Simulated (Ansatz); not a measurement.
## Electronic structure of ClH3NO2Ta (SMILES [NH]=[Ta]([OH])([OH])[Cl]) in real space

Input file:

```
crystal:
  periodic: [false, false, false]
  atoms:
    - symbol: Cl
      position_ang: [0.195735, 1.455903, -2.284072]
    - symbol: N
      position_ang: [-0.831213, 0.891116, 0.862272]
    - symbol: O
      position_ang: [1.874440, -0.233013, 0.299651]
    - symbol: O
      position_ang: [-0.692507, -1.594087, -0.782504]
    - symbol: Ta
      position_ang: [0.125431, 0.082466, -0.389877]
    - symbol: H
      position_ang: [-1.383201, 1.376852, 1.560695]
    - symbol: H
      position_ang: [2.296779, -0.013247, 1.137877]
    - symbol: H
      position_ang: [-1.493364, -2.022890, -0.459942]
basis:
  gaussian: {orbitals: def2-TZVPD}
hamiltonian: {xc: pbe0}
output: {forces: true, orbitals: {seedname: orbitals}}
```

Command:

```sh
ansatz run input.yaml --threads 2 --pin off --max-ram 4350MiB --events-out events.jsonl --progress --plain --runs-dir runs
```

Geometry: r2SCAN-D4/def2-SVP; core potentials replace the inner electrons of Ta.

Computed with isolated molecule in a Gaussian basis; Kohn-Sham density functional theory, functional PBE0 in Ansatz.

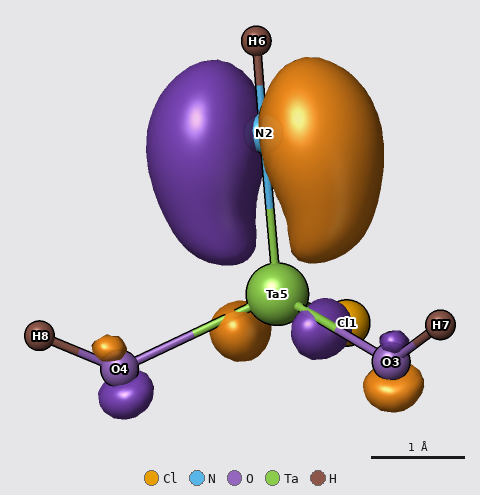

Figure 1. The HOMO−1 at ±0.2 Å⁻³ᐟ² (orange and purple are the two phases), seen at a tilt.

Describe this orbital and give its energy.

By Hirshfeld shares it lies mainly on N2 (about 60 %) and Ta5 (about 25 %). Its energy is −8.16 eV.

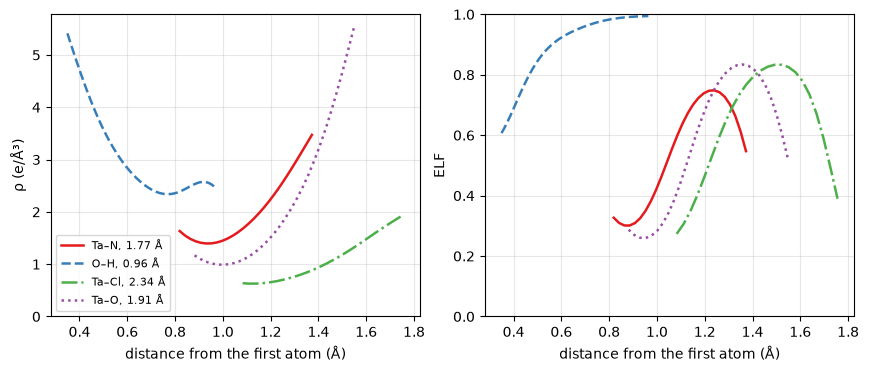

Figure 2. Electron density and ELF along straight lines between neighbouring atoms. The curves leave out the atomic cores.

Compare the contacts.

Ta–N (1.77 Å): ρ at the midpoint is about 1.4 e/Å³; the ELF peaks at about 0.75 in the valence shell of N, 0.5 Å from its nucleus, and drops to about 0.30 between the two atoms.
O–H (0.96 Å): ρ at the midpoint is about 3.8 e/Å³; the ELF climbs to about 1 towards the hydrogen, as it does in any bond to H; a covalent bond by its length.
Ta–Cl (2.34 Å): the density is about 0.64 e/Å³ at the midpoint; the ELF peaks at about 0.85 in the valence shell of Cl, 0.8 Å from its nucleus, and is about 0.40 at the midpoint.
Ta–O (1.91 Å): ρ is about 1 e/Å³ halfway; the ELF peaks at about 0.85 in the valence shell of O, 0.5 Å from its nucleus, and drops to about 0.25 between the two atoms.

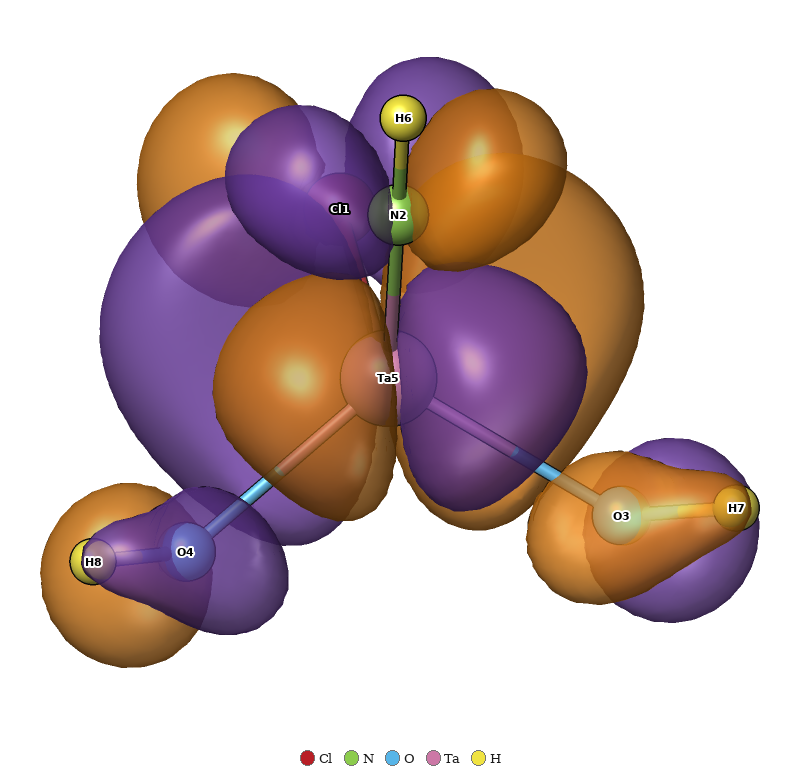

Figure 3. The LUMO at ±0.08 Å⁻³ᐟ² (orange and purple are the two phases), seen at a tilt.

Where does this orbital lie, and at what energy?

It lies mainly on Ta5 (about 65 %), Cl1 (about 15 %), O4 (about 5 %), O3 (about 5 %) and N2 (about 5 %). Its energy is −0.88 eV.
